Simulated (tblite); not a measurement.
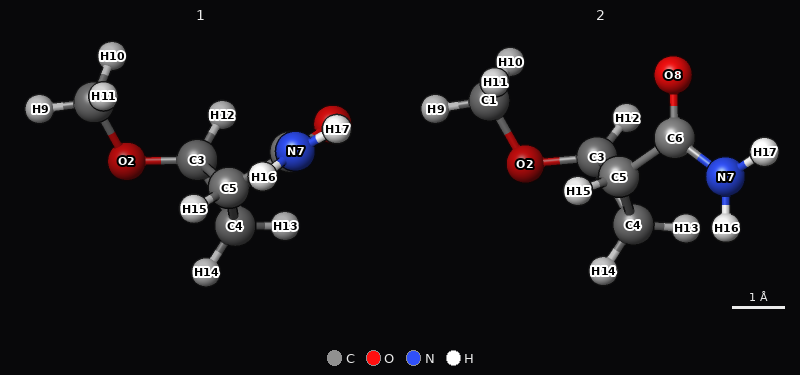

Two geometries of C₅H₉NO₂, drawn at one scale. One is the start of a relaxation, the other its converged end. The picture is a ball-and-stick view, seen at a tilt.

Method: tblite 0.8.0, GFN2-xTB geometry optimisation, gas phase. 

Q: Which one is relaxed?

A: Structure 1 is the relaxed one. H16 moves most after the best rigid fit: 1.92 Å. Largest moves by element: H 1.92 Å, O 1.90 Å, N 0.88 Å, C 0.56 Å. Some distances before and after: O2–C3 1.432 → 1.386 Å, C3–C4 1.511 → 1.483 Å, C1–O2 1.431 → 1.409 Å, C6–O8 1.232 → 1.213 Å. Among the angles between lasting bonds that change: O2–C3–H12 119.4° → 114.8°, O2–C3–C4 114.4° → 118.5°, C6–C5–H15 113.0° → 116.6°. Groups turn about C5–C6 by about 85°. The energy falls by 0.259 eV in 152 geometry steps.
